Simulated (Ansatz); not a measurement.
## Geometry relaxation, with input and output: AlSiNH$_{8}$O (part 2 of 2)

AlSiNH$_{8}$O; RHF/6-31G* (Ansatz 0.2.0). It belongs to a series of runs on one base structure; here: end point B relaxed.

Geometry of the input (Å):
```
Al 0.3826  0.3018  -0.4606
O  -0.5064  0.2001  2.3700
H  -1.4278  0.1794  2.5934
H  1.7061  -0.5490  -0.3748
H  -0.9431  -0.1459  -1.1894
N  0.4455  2.0667  0.1806
H  1.3257  2.3275  0.5875
Si -0.5985  3.4006  -0.1577
H  -1.5210  3.0316  -1.2498
H  -1.4326  3.7908  1.0063
H  0.1715  4.6014  -0.5501
H  -0.3140  1.1107  2.0863
```

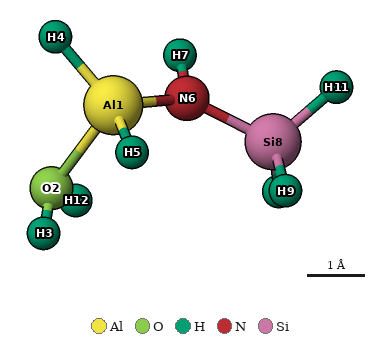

Figure 1. The geometry at step 16 of the log (ball-and-stick view, seen at a tilt; atoms are numbered from 1 in the order of the input).

**Trajectory as extended XYZ, continued**
```
12
Properties=species:S:1:pos:R:3:forces:R:3 step=6 energy=-18091.18603
Al    0.2538    0.3493   -0.0381   -0.1479   0.2168   0.2981
O    -0.4063    0.1295    1.9034   -0.4113   0.2869   0.4940
H    -1.2620   -0.2664    2.0893    0.4843   0.2518  -0.1506
H     1.5725   -0.5340   -0.0167    0.0208   0.0073  -0.0941
H    -1.0950   -0.1196   -0.7479    0.0535  -0.0312  -0.0704
N     0.4834    2.1645    0.1438    0.1419  -0.0157  -0.1130
H     1.4266    2.4525    0.3413   -0.1210  -0.0206  -0.0370
Si   -0.5756    3.4755   -0.2123    0.1011  -0.1002   0.0849
H    -1.5374    3.0991   -1.2663   -0.0248   0.0314  -0.0260
H    -1.3911    3.8955    0.9608   -0.0013   0.0135  -0.0194
H     0.1887    4.6705   -0.6375   -0.0230  -0.0143  -0.0206
H    -0.3694    0.9992    2.3218   -0.0724  -0.6257  -0.3460
12
Properties=species:S:1:pos:R:3:forces:R:3 step=7 energy=-18091.20243
Al    0.2469    0.3599   -0.0050    0.0035   0.0790   0.0349
O    -0.4112    0.1131    1.9436   -0.0646   0.3475   0.1184
H    -1.2479   -0.3169    2.1001    0.1071   0.0724  -0.0489
H     1.5733   -0.5141   -0.0428   -0.0028  -0.0075   0.0223
H    -1.0795   -0.1189   -0.7505   -0.0133  -0.0141   0.0449
N     0.4941    2.1709    0.1292   -0.0631  -0.0064  -0.0022
H     1.4395    2.4566    0.3041   -0.0036  -0.0023   0.0027
Si   -0.5670    3.4815   -0.2172    0.0532  -0.0451   0.0127
H    -1.5400    3.1147   -1.2655   -0.0150   0.0045  -0.0068
H    -1.3750    3.9060    0.9589    0.0052   0.0017   0.0016
H     0.1914    4.6750   -0.6549    0.0027  -0.0122  -0.0015
H    -0.4366    0.9877    2.3417   -0.0093  -0.4174  -0.1780
12
Properties=species:S:1:pos:R:3:forces:R:3 step=9 energy=-18091.20713
Al    0.2462    0.3692    0.0053    0.0227  -0.0011  -0.0040
O    -0.3988    0.0830    1.9372    0.0214   0.0261  -0.0130
H    -1.2580   -0.3142    2.0300   -0.0327  -0.0130   0.0199
H     1.5802   -0.4921   -0.0482    0.0024  -0.0072   0.0076
H    -1.0899   -0.1244   -0.7139   -0.0043  -0.0042   0.0140
N     0.4788    2.1768    0.1456    0.0489   0.0597   0.0880
H     1.4196    2.4662    0.3456   -0.0444  -0.0335  -0.0166
Si   -0.5679    3.4901   -0.2175   -0.0318   0.0130  -0.1007
H    -1.5516    3.0966   -1.2468   -0.0295   0.0102   0.0161
H    -1.3621    3.9795    0.9439    0.0424  -0.0430   0.0086
H     0.2032    4.6520   -0.7096    0.0134   0.0316   0.0012
H    -0.4116    0.9329    2.3703   -0.0085  -0.0385  -0.0211
12
Properties=species:S:1:pos:R:3:forces:R:3 step=10 energy=-18091.20901
Al    0.2520    0.3864    0.0113   -0.0235   0.0380   0.0078
O    -0.4081    0.0413    1.9299    0.0119   0.0539   0.0195
H    -1.2696   -0.3556    2.0084    0.0068  -0.0121  -0.0189
H     1.5944   -0.4597   -0.0621    0.0007  -0.0157   0.0162
H    -1.0858   -0.1035   -0.7091    0.0206   0.0022  -0.0183
N     0.4730    2.1954    0.1907   -0.0687  -0.0469  -0.0533
H     1.4114    2.4797    0.4003    0.0295   0.0156   0.0072
Si   -0.5617    3.5044   -0.2303   -0.0162  -0.0612   0.0449
H    -1.5910    3.0634   -1.1951    0.0221   0.0011   0.0069
H    -1.3051    4.0560    0.9346    0.0192   0.0389  -0.0121
H     0.2047    4.6261   -0.8177   -0.0070   0.0100   0.0069
H    -0.4262    0.8817    2.3807    0.0046  -0.0238  -0.0068
12
Properties=species:S:1:pos:R:3:forces:R:3 step=12 energy=-18091.21248
Al    0.2762    0.3944    0.0064    0.0233  -0.0436  -0.0254
O    -0.4416    0.0597    1.9005   -0.0126  -0.0022   0.0133
H    -1.3024   -0.3426    1.9535   -0.0014  -0.0111  -0.0033
H     1.6119   -0.4699   -0.0180   -0.0158   0.0221   0.0097
H    -1.0338   -0.0843   -0.7675    0.0033  -0.0185  -0.0029
N     0.4973    2.1997    0.1902    0.0512  -0.0900   0.0361
H     1.4307    2.4865    0.4183    0.0218   0.0234   0.0098
Si   -0.5590    3.4909   -0.2048   -0.0503   0.0900  -0.0715
H    -1.6516    2.9813   -1.0577   -0.0221   0.0284   0.0050
H    -1.2071    4.1146    0.9791    0.0028   0.0097   0.0242
H     0.1425    4.5873   -0.9116   -0.0049  -0.0113  -0.0003
H    -0.4752    0.8978    2.3534    0.0047   0.0033   0.0054
12
Properties=species:S:1:pos:R:3:forces:R:3 step=13 energy=-18091.20835 accepted=F
Al    0.2991    0.4057    0.0029    0.0322  -0.0764  -0.0232
O    -0.4743    0.0507    1.8738   -0.0628  -0.0319  -0.0111
H    -1.3363   -0.3545    1.8961    0.0484   0.0169  -0.0007
H     1.6379   -0.4562    0.0168   -0.0259   0.0361   0.0058
H    -0.9824   -0.0746   -0.8187    0.0215  -0.0105   0.0151
N     0.5119    2.2101    0.2079    0.0643  -0.0947   0.0696
H     1.4388    2.4979    0.4640   -0.0213   0.0203  -0.0153
Si   -0.5543    3.4907   -0.1888   -0.2089   0.2930  -0.2350
H    -1.7295    2.9165   -0.9099    0.2349   0.1767   0.1674
H    -1.0931    4.2132    1.0095    0.0939  -0.0998  -0.1928
H     0.0925    4.5341   -1.0497   -0.1786  -0.2365   0.2099
H    -0.5222    0.8817    2.3378    0.0023   0.0067   0.0104
12
Properties=species:S:1:pos:R:3:forces:R:3 step=15 energy=-18091.21851
Al    0.2962    0.3955    0.0038   -0.0171  -0.0030   0.0139
O    -0.4762    0.0289    1.8798    0.0330   0.0001  -0.0331
H    -1.3336   -0.3829    1.9148    0.0109   0.0270  -0.0025
H     1.6549   -0.4288    0.0257    0.0042  -0.0018   0.0085
H    -0.9708   -0.1232   -0.8158    0.0078   0.0061   0.0056
N     0.4829    2.2043    0.2051   -0.0204   0.0329   0.0014
H     1.4112    2.4967    0.4531   -0.0125  -0.0190  -0.0048
Si   -0.5587    3.5106   -0.2014   -0.0275   0.0503   0.0020
H    -1.7416    2.9846   -0.9220    0.0692   0.0367   0.0541
H    -1.0732    4.2436    0.9924    0.0319  -0.0460  -0.0840
H     0.1123    4.5308   -1.0469   -0.0507  -0.0665   0.0402
H    -0.5153    0.8555    2.3531   -0.0288  -0.0169  -0.0012
12
Properties=species:S:1:pos:R:3:forces:R:3 step=16 energy=-18091.21972
Al    0.3064    0.3979    0.0023   -0.0086  -0.0169   0.0436
O    -0.4883    0.0288    1.8665    0.0104  -0.0054  -0.0227
H    -1.3416   -0.3924    1.8882    0.0091   0.0238   0.0016
H     1.6680   -0.4223    0.0517   -0.0067   0.0059  -0.0137
H    -0.9489   -0.1250   -0.8329    0.0171   0.0045   0.0009
N     0.4858    2.2062    0.2114   -0.0073   0.0443  -0.0029
H     1.4149    2.4990    0.4560   -0.0119  -0.0199   0.0025
Si   -0.5570    3.5114   -0.1920   -0.0723   0.0811  -0.0437
H    -1.7711    2.9732   -0.8548    0.1114   0.0542   0.0709
H    -1.0238    4.2806    1.0008    0.0512  -0.0650  -0.1142
H     0.0879    4.5033   -1.0945   -0.0753  -0.0896   0.0838
H    -0.5443    0.8548    2.3391   -0.0172  -0.0171  -0.0062
12
Properties=species:S:1:pos:R:3:forces:R:3 step=18 energy=-18091.22421
Al    0.3318    0.4063    0.0123   -0.0173  -0.0328  -0.0116
O    -0.5214    0.0194    1.8374   -0.0298  -0.0039   0.0275
H    -1.3796   -0.3926    1.8171    0.0280   0.0077  -0.0126
H     1.6983   -0.4047    0.0810   -0.0066   0.0128   0.0036
H    -0.8980   -0.1243   -0.8555    0.0138   0.0077  -0.0146
N     0.4959    2.2149    0.2328    0.0020  -0.0270   0.0002
H     1.4245    2.5089    0.4755    0.0130   0.0082   0.0125
Si   -0.5541    3.5096   -0.1765   -0.0876   0.1134  -0.0784
H    -1.8221    2.9457   -0.7036    0.1129   0.0510   0.0587
H    -0.9088    4.3586    0.9967    0.0228  -0.0478  -0.0791
H     0.0151    4.4346   -1.1939   -0.0609  -0.0869   0.0914
H    -0.5935    0.8391    2.3185    0.0100  -0.0024   0.0025
12
Properties=species:S:1:pos:R:3:forces:R:3 step=19 energy=-18091.22578
Al    0.3401    0.4095    0.0145    0.0153   0.0015  -0.0253
O    -0.5370    0.0069    1.8227   -0.0897  -0.0297   0.0011
H    -1.4021   -0.3905    1.7784    0.0608   0.0208   0.0047
H     1.7128   -0.3877    0.1051   -0.0043  -0.0034   0.0020
H    -0.8638   -0.1195   -0.8910    0.0099   0.0050   0.0187
N     0.4950    2.2180    0.2496   -0.0038  -0.0075   0.0057
H     1.4215    2.5116    0.5010    0.0102   0.0090   0.0072
Si   -0.5527    3.5115   -0.1704   -0.1102   0.1098  -0.0758
H    -1.8523    2.9372   -0.6073    0.1396   0.0740   0.0484
H    -0.8388    4.4158    0.9823    0.0349  -0.0726  -0.1162
H    -0.0285    4.3833   -1.2600   -0.0762  -0.1050   0.1373
H    -0.6060    0.8193    2.3168    0.0135  -0.0018  -0.0079
12
Properties=species:S:1:pos:R:3:forces:R:3 step=21 energy=-18091.22954
Al    0.3554    0.4160    0.0154   -0.0187   0.0090   0.0183
O    -0.5548   -0.0072    1.8073    0.0285   0.0088  -0.0038
H    -1.4222   -0.3937    1.7451   -0.0084   0.0036  -0.0021
H     1.7275   -0.3800    0.1183    0.0017   0.0035   0.0024
H    -0.8387   -0.1103   -0.9015   -0.0001  -0.0020  -0.0172
N     0.4961    2.2240    0.2680    0.0245  -0.0079   0.0057
H     1.4205    2.5242    0.5218   -0.0133  -0.0062   0.0032
Si   -0.5533    3.5130   -0.1657   -0.0313   0.0016  -0.0019
H    -1.8690    2.9421   -0.5279    0.0098   0.0017   0.0091
H    -0.7808    4.4603    0.9577    0.0222  -0.0093  -0.0384
H    -0.0729    4.3272   -1.3075   -0.0075   0.0026   0.0266
H    -0.6196    0.7999    2.3105   -0.0073  -0.0054  -0.0020
12
Properties=species:S:1:pos:R:3:forces:R:3 step=22 energy=-18091.23085
Al    0.3635    0.4190    0.0157    0.0046   0.0134   0.0257
O    -0.5667   -0.0152    1.7954    0.0317  -0.0054  -0.0341
H    -1.4359   -0.3944    1.7178   -0.0178   0.0027   0.0086
H     1.7384   -0.3697    0.1353   -0.0005  -0.0032  -0.0001
H    -0.8112   -0.1046   -0.9283   -0.0025  -0.0005   0.0034
N     0.4940    2.2258    0.2832    0.0057   0.0048  -0.0023
H     1.4146    2.5301    0.5461   -0.0172  -0.0102  -0.0032
Si   -0.5566    3.5107   -0.1617    0.0327   0.0088   0.0227
H    -1.8904    2.9395   -0.4518    0.0094   0.0203   0.0049
H    -0.7177    4.5026    0.9331   -0.0137  -0.0200  -0.0202
H    -0.1119    4.2828   -1.3461   -0.0215  -0.0129  -0.0027
H    -0.6321    0.7889    2.3030   -0.0109   0.0021  -0.0027
12
Properties=species:S:1:pos:R:3:forces:R:3 step=24 energy=-18091.23199
Al    0.3777    0.4234    0.0192   -0.0038  -0.0030   0.0187
O    -0.5819   -0.0224    1.7789    0.0133  -0.0062  -0.0321
H    -1.4507   -0.3995    1.6829    0.0020   0.0086   0.0072
H     1.7527   -0.3628    0.1541   -0.0025  -0.0010  -0.0004
H    -0.7818   -0.0961   -0.9467    0.0035   0.0013   0.0043
N     0.4982    2.2289    0.3001   -0.0062   0.0237  -0.0038
H     1.4161    2.5372    0.5665   -0.0071  -0.0082  -0.0011
Si   -0.5551    3.5090   -0.1534   -0.0080   0.0114  -0.0093
H    -1.9094    2.9461   -0.3609    0.0295   0.0151   0.0074
H    -0.6562    4.5445    0.9072    0.0021  -0.0230  -0.0230
H    -0.1648    4.2259   -1.3922   -0.0137  -0.0206   0.0305
H    -0.6567    0.7813    2.2860   -0.0092   0.0019   0.0016
12
Properties=species:S:1:pos:R:3:forces:R:3 step=25 energy=-18091.23243
Al    0.3849    0.4257    0.0213   -0.0088  -0.0036   0.0155
O    -0.5892   -0.0236    1.7699    0.0102   0.0025  -0.0140
H    -1.4568   -0.4013    1.6659    0.0014   0.0043   0.0019
H     1.7591   -0.3606    0.1628   -0.0001   0.0013   0.0003
H    -0.7680   -0.0923   -0.9528    0.0012  -0.0004  -0.0048
N     0.5001    2.2310    0.3070    0.0010   0.0068  -0.0020
H     1.4171    2.5417    0.5733   -0.0036  -0.0048   0.0007
Si   -0.5559    3.5075   -0.1494    0.0098  -0.0024  -0.0009
H    -1.9159    2.9484   -0.3181    0.0049   0.0062   0.0013
H    -0.6275    4.5603    0.8944   -0.0019  -0.0036  -0.0082
H    -0.1896    4.1983   -1.4086   -0.0099  -0.0041   0.0096
H    -0.6701    0.7804    2.2759   -0.0044  -0.0020   0.0006
12
Properties=species:S:1:pos:R:3:forces:R:3 step=27 energy=-18091.23273
Al    0.3994    0.4287    0.0249   -0.0027  -0.0055   0.0035
O    -0.6051   -0.0258    1.7494   -0.0134   0.0048   0.0091
H    -1.4712   -0.4019    1.6285    0.0058  -0.0012  -0.0020
H     1.7725   -0.3550    0.1876    0.0006   0.0018  -0.0030
H    -0.7343   -0.0865   -0.9738    0.0037   0.0014  -0.0028
N     0.5044    2.2333    0.3211    0.0004  -0.0036  -0.0051
H     1.4187    2.5483    0.5907    0.0007   0.0015  -0.0005
Si   -0.5569    3.5030   -0.1403   -0.0031   0.0243   0.0003
H    -1.9315    2.9564   -0.2206    0.0163   0.0082  -0.0036
H    -0.5627    4.5974    0.8620   -0.0041  -0.0125  -0.0040
H    -0.2496    4.1402   -1.4430   -0.0091  -0.0149   0.0096
H    -0.6957    0.7774    2.2552    0.0047  -0.0042  -0.0015
```

**Results in brief**

```json
{"quantity": "outcome", "value": "converged"}
{"quantity": "total energy", "value": "−18091.2327 eV"}
{"quantity": "mean-field energy", "value": "−18091.2327 eV"}
{"quantity": "largest force (length of the vector) at the end", "value": "0.024 eV/Å"}
{"quantity": "hardware", "value": "1 thread of Arm Neoverse V2, 24 GiB of memory available, shared host"}
{"quantity": "wall time", "value": "58 s"}
{"quantity": "peak memory", "value": "0.15 GiB"}
```
